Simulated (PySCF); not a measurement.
# C₂H₈N₂OSi: NMR shifts at several levels of theory

How much do the NMR shifts of C₂H₈N₂OSi (`CC(=O)[SiH](N)N`) depend on the level of theory, and what does each level cost?

The runs use PySCF 2.14.0, with density-fitted response routines of our own; the level of theory stands in each step. All values are computed, except where a source is named. Atoms are numbered from 0 throughout.

## Step 1: The molecule as given

14 atoms, charge 0, multiplicity 1; geometry from: GFN2-xTB. The atoms were then displaced at random by about 0.01 Å, so the start is not that level's minimum.

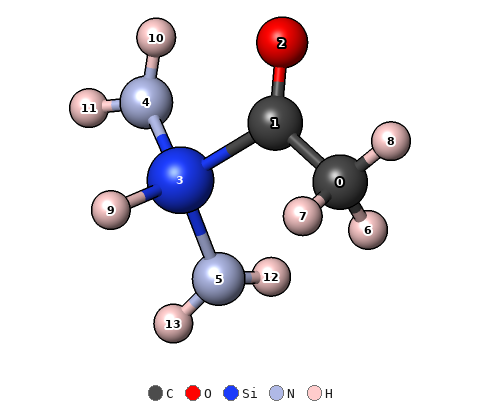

As it starts; carbon dark grey, oxygen red, silicon blue, nitrogen light blue, hydrogen pink, atoms numbered; sticks join atoms by distance.

## Step 2: Relaxing the molecule at PBE0-D3(BJ)/def2-SVP

The job: settings as JSON, then the geometry in Å.

```
{"job": {"xc": "PBE0", "basis": "def2-SVP", "d3": "d3bj", "grid": 1, "shake": 0.01, "kind": "geom"}, "charge": 0, "multiplicity": 1}
C      2.082980    -0.456160     0.411810
C      0.985160     0.611180     0.528890
O      1.232610     1.795860     0.574390
Si    -0.790200     0.007490     0.659250
N     -1.727000     1.400260     0.222210
N     -1.002270    -1.343200    -0.395590
H      1.865220    -1.047880    -0.464100
H      2.029810    -1.070540     1.276720
H      3.050030     0.021390     0.348580
H     -1.070820    -0.562580     2.004960
H     -1.309070     2.300260     0.424750
H     -2.715760     1.454620     0.370020
H     -0.783190    -1.229370    -1.375050
H     -1.854660    -1.896410    -0.314570
```

Launch:

```bash
$ OMP_NUM_THREADS=1 python probes_run.py task.json out
```

The driver reads the jobs from task.json and runs them one after another.

The program printed:

```text
step   0  E = -554.58650745  max force = 0.034773
step   1  E = -554.59197778  max force = 0.006039
step   2  E = -554.59228515  max force = 0.004011
step   3  E = -554.59243808  max force = 0.002911
step   4  E = -554.59258166  max force = 0.000948
step   5  E = -554.59272129  max force = 0.001323
step   6  E = -554.59285022  max force = 0.001603
step   7  E = -554.59291218  max force = 0.000894
step   8  E = -554.59293996  max force = 0.000805
step   9  E = -554.59295475  max force = 0.000689
step  10  E = -554.59296386  max force = 0.000625
step  11  E = -554.59296833  max force = 0.000400
optimisation converged
```

Wall time 70 s (1 thread of Arm Neoverse V2, shared host); peak memory 0.54 GiB.

The steps of the relaxation:

| step | energy from step 0 (eV) | largest force component (eV/Å) |
| --- | --- | --- |
| 0 | 0.0000 | 1.7881 |
| 1 | -0.1489 | 0.3105 |
| 2 | -0.1572 | 0.2063 |
| 3 | -0.1614 | 0.1497 |
| 4 | -0.1653 | 0.0487 |
| 5 | -0.1691 | 0.0680 |
| 6 | -0.1726 | 0.0824 |
| 7 | -0.1743 | 0.0460 |
| 8 | -0.1750 | 0.0414 |
| 9 | -0.1754 | 0.0354 |
| 10 | -0.1757 | 0.0321 |
| 11 | -0.1758 | 0.0206 |

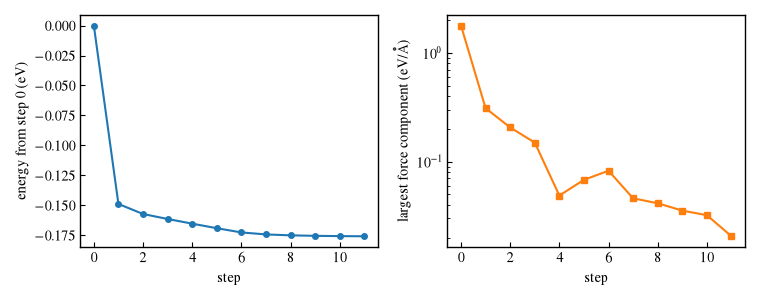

Energy and force, step by step.

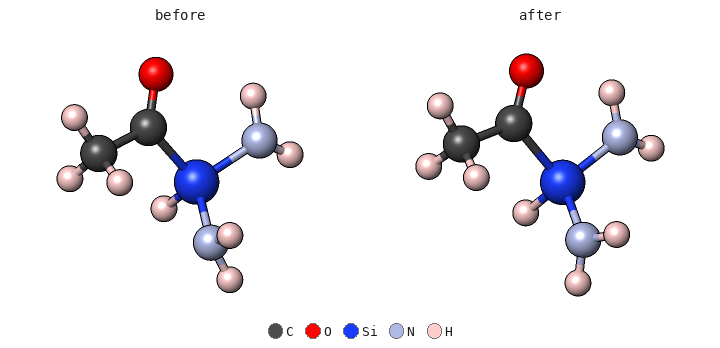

The geometry before (left) and after (right).

Distances of close pairs at the start and the end, largest changes first:

| bond | before (Å) | after (Å) | change (Å) |
| --- | --- | --- | --- |
| C1–Si3 | 1.880 | 1.940 | +0.061 |
| C0–H7 | 1.062 | 1.103 | +0.041 |
| C0–C1 | 1.536 | 1.505 | -0.031 |
| C0–H6 | 1.079 | 1.102 | +0.022 |
| Si3–N4 | 1.734 | 1.712 | -0.022 |
| C0–H8 | 1.080 | 1.099 | +0.018 |
| Si3–H9 | 1.488 | 1.501 | +0.013 |
| N4–H11 | 1.001 | 1.011 | +0.009 |

The next job starts from the end point, and lists it.

| at the end point | value |
| --- | --- |
| point group (found at 0.08 Å tolerance) | C1 |
| rotational constants (GHz, main isotopes) | 3.791, 2.311, 1.579 |
| dipole moment (D) | 2.70 |

## Step 3: Shielding tensors: PBE0/pcSseg-1

The job: settings as JSON, then the geometry in Å.

```
{"job": {"kind": "nmr", "xc": "PBE0", "basis": "pcSseg-1", "pop": false}, "charge": 0, "multiplicity": 1}
C      2.121564    -0.337236     0.476242
C      0.963493     0.623186     0.508432
O      1.127548     1.827262     0.470225
Si    -0.845986    -0.071054     0.602394
N     -1.720474     1.377311     0.338515
N     -1.116116    -1.317117    -0.560795
H      1.974110    -1.068132    -0.334613
H      2.141555    -0.916221     1.414661
H      3.070476     0.202508     0.350663
H     -1.030044    -0.771542     1.917142
H     -1.174105     2.231747     0.411461
H     -2.709386     1.509818     0.499360
H     -1.281961    -1.094410    -1.535096
H     -1.531563    -2.201614    -0.298162
```

Level: GIAO PBE0/pcSseg-1 NMR shielding, non-relativistic, gas phase.

The program printed:

```text
coarse grid: 11968 points
cycle   1  E = -554.6384073404  dE =  6.012e-01  |g| = 8.872e-01  |ddm| = 3.312e+00
cycle   2  E = -554.2350453093  dE =  4.034e-01  |g| = 1.678e+00  |ddm| = 2.066e+00
cycle   3  E = -554.7852149584  dE = -5.502e-01  |g| = 2.497e-01  |ddm| = 1.599e+00
cycle   4  E = -554.7975613716  dE = -1.235e-02  |g| = 6.860e-02  |ddm| = 2.143e-01
cycle   5  E = -554.7984065020  dE = -8.451e-04  |g| = 1.791e-02  |ddm| = 6.266e-02
cycle   6  E = -554.7984820689  dE = -7.557e-05  |g| = 4.658e-03  |ddm| = 1.836e-02
cycle   7  E = -554.7984865668  dE = -4.498e-06  |g| = 1.100e-03  |ddm| = 4.773e-03
final grid: 110512 points
cycle   8  E = -554.8368630258  dE = -3.560e-06  |g| = 1.382e-02  |ddm| = 2.044e-02
cycle   9  E = -554.8367677431  dE =  9.528e-05  |g| = 2.639e-02  |ddm| = 2.627e-02
cycle  10  E = -554.8368987317  dE = -1.310e-04  |g| = 2.829e-03  |ddm| = 1.823e-02
cycle  11  E = -554.8369002890  dE = -1.557e-06  |g| = 2.157e-04  |ddm| = 1.970e-03
cycle  12  E = -554.8369002961  dE = -7.061e-09  |g| = 1.229e-04  |ddm| = 2.956e-04
cycle  13  E = -554.8369002996  dE = -3.554e-09  |g| = 1.958e-05  |ddm| = 1.161e-04
cycle  14  E = -554.8369002997  dE = -8.345e-11  |g| = 3.936e-06  |ddm| = 2.383e-05
converged SCF energy = -554.8369002997

GIAO shielding tensors (ppm)
atom      isotropic    diamagn.    paramagn.     s11        s22        s33       span
  0 C      148.317     251.928    -103.611    117.329    140.477    187.145     69.816
  1 C      -61.579     256.132    -317.711   -177.777   -109.415    102.456    280.233
  2 O     -483.343     400.653    -883.996  -1312.766   -492.605    355.340   1668.107
  3 Si     408.471     880.639    -472.168    347.667    409.036    468.711    121.044
  4 N      245.696     319.615     -73.919    224.163    254.890    258.035     33.871
  5 N      238.205     319.392     -81.187    201.300    240.657    272.659     71.359
  6 H       28.144      30.536      -2.392     24.551     29.503     30.377      5.826
  7 H       28.955      29.144      -0.189     26.080     28.764     32.020      5.940
  8 H       29.304      28.680       0.624     26.560     27.515     33.837      7.277
  9 H       26.459      29.724      -3.266     22.906     25.440     31.030      8.124
 10 H       29.308      32.147      -2.838     20.280     26.286     41.359     21.079
 11 H       30.768      29.773       0.995     23.894     26.659     41.752     17.857
 12 H       30.861      31.863      -1.003     24.204     26.480     41.897     17.693
 13 H       30.167      30.492      -0.326     24.028     25.775     40.698     16.670
```

Run time: 12 s. Hardware: 1 thread of Arm Neoverse V2, shared host; peak memory 0.82 GiB.

The references, computed at this level on geometries of the same kind, shield at (ppm): ¹H TMS 31.27, ¹³C TMS 184.4, ²⁹Si TMS 352.0, ¹⁵N NH3 265.7, ¹⁷O H2O 334.6. Their shielding less the atom's gives the shift. The references are single molecules in the gas phase, so shifts against H2O, NH3, PH3, H3PO4 or CFCl3 are not on the usual liquid scales and can be off by tens of ppm. Atoms listed in one row are averaged.

| atoms | environment | σ (ppm) | δ (ppm) | δ scaled to CDCl3 |
| --- | --- | --- | --- | --- |
| C1 | carbonyl carbon | -61.6 | 246.0 | 238.3 |
| C0 | methyl carbon α to a carbonyl | 148.3 | 36.1 | 34.5 |
| H9 | hydrogen on a silicon bonded to C, 2 N | 26.46 | 4.81 | – |
| H6, H7, H8 | hydrogen on a methyl carbon α to a carbonyl | 28.80 | 2.47 | 2.55 |
| H10, H11, H12, H13 | hydrogen on a nitrogen bonded to Si | 30.28 | 0.99 | – |
| O2 | carbonyl oxygen | -483.3 | 817.9 | – |
| Si3 | silicon bonded to C, 2 N, H | 408.5 | -56.5 | – |
| N4, N5 | nitrogen bonded to Si, 2 H | 242.0 | 23.7 | – |

The scaled column applies a straight-line fit of computed shieldings to shifts measured in CDCl3 (root-mean-square error 0.21 ppm for H, 2.0 ppm for C).

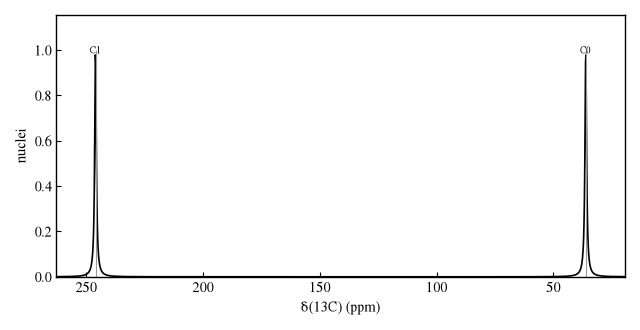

¹³C lines at the computed shifts, without couplings. Lines are broadened to a width of 0.84 ppm (Lorentzian).

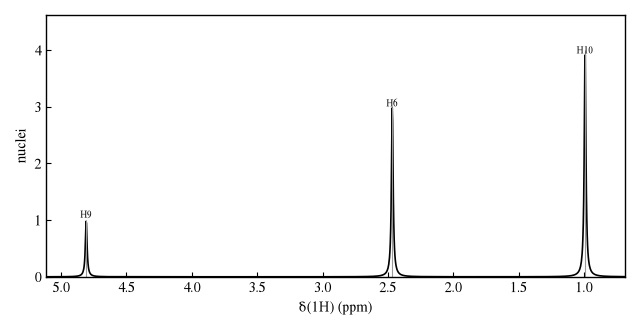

¹H lines at the computed shifts, without couplings. Lines are broadened to a width of 0.02 ppm (Lorentzian).

## Step 4: Nuclear shieldings: mPW1PW91/pcSseg-1

Settings changed since step 3:

```diff
@@ -1,2 +1,2 @@
-{"job": {"kind": "nmr", "xc": "PBE0", "basis": "pcSseg-1", "pop": false}, "charge": 0, "multiplicity": 1}
+{"job": {"kind": "nmr", "xc": "mPW1PW91", "basis": "pcSseg-1", "pop": false}, "charge": 0, "multiplicity": 1}
 C      2.121564    -0.337236     0.476242
```

With the program's defaults for keys left out, this is: GIAO mPW1PW91/pcSseg-1 NMR shielding, non-relativistic, gas phase.

The program printed:

```text
coarse grid: 11968 points
cycle   1  E = -555.0002877985  dE =  6.057e-01  |g| = 9.063e-01  |ddm| = 3.312e+00
cycle   2  E = -554.5787039825  dE =  4.216e-01  |g| = 1.712e+00  |ddm| = 2.098e+00
cycle   3  E = -555.1529790520  dE = -5.743e-01  |g| = 2.540e-01  |ddm| = 1.631e+00
cycle   4  E = -555.1657506511  dE = -1.277e-02  |g| = 7.137e-02  |ddm| = 2.188e-01
cycle   5  E = -555.1666658717  dE = -9.152e-04  |g| = 1.835e-02  |ddm| = 6.394e-02
cycle   6  E = -555.1667452428  dE = -7.937e-05  |g| = 4.783e-03  |ddm| = 1.870e-02
cycle   7  E = -555.1667499976  dE = -4.755e-06  |g| = 1.135e-03  |ddm| = 4.915e-03
final grid: 110512 points
cycle   8  E = -555.2061601385  dE = -1.448e-05  |g| = 9.875e-03  |ddm| = 1.781e-02
cycle   9  E = -555.2061136000  dE =  4.654e-05  |g| = 1.857e-02  |ddm| = 1.863e-02
cycle  10  E = -555.2061783797  dE = -6.478e-05  |g| = 2.104e-03  |ddm| = 1.283e-02
cycle  11  E = -555.2061792398  dE = -8.601e-07  |g| = 1.549e-04  |ddm| = 1.443e-03
cycle  12  E = -555.2061792430  dE = -3.206e-09  |g| = 1.101e-04  |ddm| = 2.420e-04
cycle  13  E = -555.2061792459  dE = -2.889e-09  |g| = 1.404e-05  |ddm| = 1.020e-04
cycle  14  E = -555.2061792460  dE = -4.638e-11  |g| = 3.133e-06  |ddm| = 1.885e-05
converged SCF energy = -555.2061792460

GIAO shielding tensors (ppm)
atom      isotropic    diamagn.    paramagn.     s11        s22        s33       span
  0 C      147.426     251.809    -104.384    116.746    139.541    185.990     69.244
  1 C      -62.461     256.397    -318.857   -178.824   -110.491    101.933    280.757
  2 O     -481.919     400.786    -882.704  -1307.406   -494.055    355.705   1663.111
  3 Si     407.443     880.708    -473.265    347.035    408.016    467.277    120.242
  4 N      245.070     319.739     -74.669    223.601    254.234    257.374     33.773
  5 N      237.556     319.528     -81.972    200.874    240.067    271.727     70.853
  6 H       28.208      30.588      -2.379     24.642     29.569     30.414      5.773
  7 H       29.011      29.180      -0.169     26.154     28.824     32.054      5.900
  8 H       29.348      28.684       0.664     26.592     27.597     33.855      7.263
  9 H       26.552      29.801      -3.249     23.015     25.522     31.120      8.105
 10 H       29.348      32.173      -2.825     20.342     26.356     41.346     21.004
 11 H       30.829      29.803       1.026     23.969     26.746     41.770     17.801
 12 H       30.916      31.911      -0.994     24.271     26.584     41.894     17.623
 13 H       30.230      30.530      -0.300     24.103     25.868     40.718     16.614
```

It took 12 s on 1 thread of Arm Neoverse V2, shared host; peak memory 0.85 GiB.

Key values: δ C1 246.0, C0 36.1, O2 815.2, Si3 -56.6, H9 4.76, H6 2.46 ppm (means over like atoms).

## Step 5: Nuclear shieldings: WP04/pcSseg-1

Settings changed since step 4:

```diff
@@ -1,2 +1,2 @@
-{"job": {"kind": "nmr", "xc": "mPW1PW91", "basis": "pcSseg-1", "pop": false}, "charge": 0, "multiplicity": 1}
+{"job": {"kind": "nmr", "xc": "WP04", "basis": "pcSseg-1", "pop": false}, "charge": 0, "multiplicity": 1}
 C      2.121564    -0.337236     0.476242
```

With the program's defaults for keys left out, this is: GIAO WP04/pcSseg-1 NMR shielding, non-relativistic, gas phase.

The program printed:

```text
coarse grid: 11968 points
cycle   1  E = -564.0465471039  dE =  6.629e-01  |g| = 1.356e+00  |ddm| = 3.367e+00
cycle   2  E = -562.8254103551  dE =  1.221e+00  |g| = 2.685e+00  |ddm| = 3.598e+00
cycle   3  E = -564.3340764285  dE = -1.509e+00  |g| = 5.522e-01  |ddm| = 3.156e+00
cycle   4  E = -564.3943472016  dE = -6.027e-02  |g| = 1.737e-01  |ddm| = 4.726e-01
cycle   5  E = -564.3996638100  dE = -5.317e-03  |g| = 4.543e-02  |ddm| = 1.393e-01
cycle   6  E = -564.4001380142  dE = -4.742e-04  |g| = 1.303e-02  |ddm| = 4.752e-02
cycle   7  E = -564.4001754430  dE = -3.743e-05  |g| = 3.315e-03  |ddm| = 1.264e-02
cycle   8  E = -564.4001776488  dE = -2.206e-06  |g| = 7.959e-04  |ddm| = 3.039e-03
final grid: 110512 points
cycle   9  E = -564.4553320742  dE = -2.517e-05  |g| = 1.184e-02  |ddm| = 2.475e-02
cycle  10  E = -564.4552444779  dE =  8.760e-05  |g| = 2.432e-02  |ddm| = 2.287e-02
cycle  11  E = -564.4553572244  dE = -1.127e-04  |g| = 4.030e-03  |ddm| = 1.649e-02
cycle  12  E = -564.4553602673  dE = -3.043e-06  |g| = 4.240e-04  |ddm| = 2.626e-03
cycle  13  E = -564.4553602982  dE = -3.088e-08  |g| = 1.585e-04  |ddm| = 4.664e-04
cycle  14  E = -564.4553603038  dE = -5.639e-09  |g| = 3.773e-05  |ddm| = 1.441e-04
cycle  15  E = -564.4553603041  dE = -2.938e-10  |g| = 1.091e-05  |ddm| = 4.035e-05
converged SCF energy = -564.4553603041

GIAO shielding tensors (ppm)
atom      isotropic    diamagn.    paramagn.     s11        s22        s33       span
  0 C      136.513     252.279    -115.766    108.436    128.312    172.791     64.355
  1 C      -74.362     258.260    -332.622   -189.930   -122.976     89.819    279.748
  2 O     -445.222     403.177    -848.399  -1201.242   -483.298    348.873   1550.115
  3 Si     402.002     882.946    -480.944    346.527    402.882    456.597    110.070
  4 N      235.050     321.438     -86.389    213.734    244.937    246.478     32.744
  5 N      227.613     321.751     -94.138    193.474    230.240    259.125     65.652
  6 H       28.609      31.536      -2.927     25.284     29.941     30.601      5.317
  7 H       29.326      29.466      -0.140     26.662     29.210     32.106      5.445
  8 H       29.625      28.468       1.157     26.978     28.150     33.747      6.768
  9 H       27.467      30.750      -3.283     24.054     26.368     31.979      7.925
 10 H       29.497      32.558      -3.061     20.784     26.895     40.813     20.029
 11 H       31.081      29.963       1.118     24.457     27.401     41.384     16.926
 12 H       31.128      32.554      -1.426     24.692     27.323     41.368     16.676
 13 H       30.549      30.865      -0.316     24.613     26.635     40.399     15.786
```

Wall time 12 s (1 thread of Arm Neoverse V2, shared host); peak memory 0.79 GiB.

This run: δ C1 246.8, C0 35.9, O2 762.8, Si3 -63.3, H9 4.10, H6 2.38 ppm (means over like atoms).

## Step 6: NMR shieldings: B97-2/pcSseg-1

Settings changed since step 5:

```diff
@@ -1,2 +1,2 @@
-{"job": {"kind": "nmr", "xc": "WP04", "basis": "pcSseg-1", "pop": false}, "charge": 0, "multiplicity": 1}
+{"job": {"kind": "nmr", "xc": "B97-2", "basis": "pcSseg-1", "pop": false}, "charge": 0, "multiplicity": 1}
 C      2.121564    -0.337236     0.476242
```

With the program's defaults for keys left out, this is: GIAO B97-2/pcSseg-1 NMR shielding, non-relativistic, gas phase.

The program printed:

```text
coarse grid: 11968 points
cycle   1  E = -554.9730024717  dE =  5.924e-01  |g| = 9.190e-01  |ddm| = 3.320e+00
cycle   2  E = -554.4900232502  dE =  4.830e-01  |g| = 1.786e+00  |ddm| = 2.248e+00
cycle   3  E = -555.1291489939  dE = -6.391e-01  |g| = 2.745e-01  |ddm| = 1.783e+00
cycle   4  E = -555.1443906929  dE = -1.524e-02  |g| = 7.617e-02  |ddm| = 2.431e-01
cycle   5  E = -555.1454362820  dE = -1.046e-03  |g| = 2.003e-02  |ddm| = 6.847e-02
cycle   6  E = -555.1455324473  dE = -9.617e-05  |g| = 5.218e-03  |ddm| = 2.102e-02
cycle   7  E = -555.1455382978  dE = -5.850e-06  |g| = 1.179e-03  |ddm| = 5.419e-03
final grid: 110512 points
cycle   8  E = -555.1780566905  dE = -4.243e-05  |g| = 6.685e-03  |ddm| = 2.039e-02
cycle   9  E = -555.1780324401  dE =  2.425e-05  |g| = 1.306e-02  |ddm| = 1.338e-02
cycle  10  E = -555.1780638852  dE = -3.145e-05  |g| = 1.148e-03  |ddm| = 9.480e-03
cycle  11  E = -555.1780641145  dE = -2.293e-07  |g| = 2.883e-04  |ddm| = 8.614e-04
cycle  12  E = -555.1780641347  dE = -2.026e-08  |g| = 5.013e-05  |ddm| = 3.074e-04
cycle  13  E = -555.1780641352  dE = -4.563e-10  |g| = 2.219e-05  |ddm| = 5.442e-05
converged SCF energy = -555.1780641352

GIAO shielding tensors (ppm)
atom      isotropic    diamagn.    paramagn.     s11        s22        s33       span
  0 C      148.277     251.785    -103.508    118.950    140.179    185.702     66.752
  1 C      -56.702     256.390    -313.093   -168.354   -104.053    102.301    270.655
  2 O     -457.879     400.763    -858.642  -1252.944   -474.715    354.021   1606.965
  3 Si     414.708     880.935    -466.228    355.794    415.169    473.160    117.366
  4 N      245.072     319.741     -74.668    223.678    254.357    257.182     33.505
  5 N      237.951     319.573     -81.622    201.695    240.729    271.430     69.735
  6 H       28.279      30.746      -2.467     24.722     29.641     30.474      5.752
  7 H       29.075      29.264      -0.188     26.251     28.890     32.084      5.833
  8 H       29.438      28.732       0.705     26.737     27.688     33.888      7.151
  9 H       26.664      29.948      -3.284     23.144     25.627     31.221      8.077
 10 H       29.413      32.297      -2.884     20.439     26.482     41.319     20.879
 11 H       30.914      29.892       1.022     24.099     26.870     41.773     17.674
 12 H       31.000      32.054      -1.054     24.382     26.723     41.894     17.511
 13 H       30.325      30.632      -0.307     24.204     26.020     40.751     16.547
```

Wall time 12 s (1 thread of Arm Neoverse V2, shared host); peak memory 0.85 GiB.

Key values: δ C1 240.4, C0 35.4, O2 789.5, Si3 -57.3, H9 4.71, H6 2.44 ppm (means over like atoms).

## Step 7: NMR shieldings: BHandHLYP/pcSseg-1

Settings changed since step 6:

```diff
@@ -1,2 +1,2 @@
-{"job": {"kind": "nmr", "xc": "B97-2", "basis": "pcSseg-1", "pop": false}, "charge": 0, "multiplicity": 1}
+{"job": {"kind": "nmr", "xc": "BHandHLYP", "basis": "pcSseg-1", "pop": false}, "charge": 0, "multiplicity": 1}
 C      2.121564    -0.337236     0.476242
```

Level: GIAO BHandHLYP/pcSseg-1 NMR shielding, non-relativistic, gas phase.

The program printed:

```text
coarse grid: 11968 points
cycle   1  E = -554.9252325835  dE =  6.602e-01  |g| = 8.402e-01  |ddm| = 3.271e+00
cycle   2  E = -554.7850516264  dE =  1.402e-01  |g| = 1.240e+00  |ddm| = 1.467e+00
cycle   3  E = -555.0703498982  dE = -2.853e-01  |g| = 1.262e-01  |ddm| = 1.004e+00
cycle   4  E = -555.0731731996  dE = -2.823e-03  |g| = 5.882e-02  |ddm| = 1.125e-01
cycle   5  E = -555.0738731448  dE = -6.999e-04  |g| = 9.057e-03  |ddm| = 5.522e-02
cycle   6  E = -555.0738950955  dE = -2.195e-05  |g| = 3.314e-03  |ddm| = 1.163e-02
cycle   7  E = -555.0738981545  dE = -3.059e-06  |g| = 1.096e-03  |ddm| = 5.336e-03
final grid: 110512 points
cycle   8  E = -555.1048919089  dE = -1.035e-05  |g| = 3.845e-03  |ddm| = 1.045e-02
cycle   9  E = -555.1048908407  dE =  1.068e-06  |g| = 4.685e-03  |ddm| = 5.571e-03
cycle  10  E = -555.1048950519  dE = -4.211e-06  |g| = 6.762e-04  |ddm| = 3.178e-03
cycle  11  E = -555.1048951329  dE = -8.099e-08  |g| = 1.571e-04  |ddm| = 4.727e-04
cycle  12  E = -555.1048951382  dE = -5.363e-09  |g| = 5.356e-05  |ddm| = 1.928e-04
cycle  13  E = -555.1048951389  dE = -7.140e-10  |g| = 1.264e-05  |ddm| = 5.325e-05
converged SCF energy = -555.1048951389

GIAO shielding tensors (ppm)
atom      isotropic    diamagn.    paramagn.     s11        s22        s33       span
  0 C      149.041     250.565    -101.523    119.971    140.272    186.881     66.910
  1 C      -64.416     256.193    -320.609   -182.429   -117.581    106.761    289.190
  2 O     -490.331     401.711    -892.042  -1316.730   -519.843    365.581   1682.310
  3 Si     415.131     879.082    -463.952    358.113    414.684    472.595    114.482
  4 N      247.735     320.067     -72.332    226.360    257.897    258.947     32.587
  5 N      240.460     319.948     -79.488    203.666    243.122    274.591     70.925
  6 H       28.451      30.612      -2.161     24.869     29.638     30.846      5.976
  7 H       29.207      29.205       0.002     26.272     28.980     32.370      6.098
  8 H       29.425      28.582       0.843     26.398     27.780     34.098      7.700
  9 H       26.977      29.948      -2.971     23.439     25.872     31.620      8.181
 10 H       29.342      32.161      -2.818     20.206     26.300     41.521     21.315
 11 H       30.883      29.828       1.054     23.841     26.669     42.138     18.297
 12 H       30.985      31.973      -0.988     24.179     26.610     42.167     17.988
 13 H       30.316      30.585      -0.269     24.061     25.796     41.091     17.030
```

It took 12 s on 1 thread of Arm Neoverse V2, shared host; peak memory 0.82 GiB.

This run: δ C1 248.4, C0 34.9, O2 825.1, Si3 -56.7, H9 4.47, H6 2.42 ppm (means over like atoms).

(Part 1 of 2 ends here.)
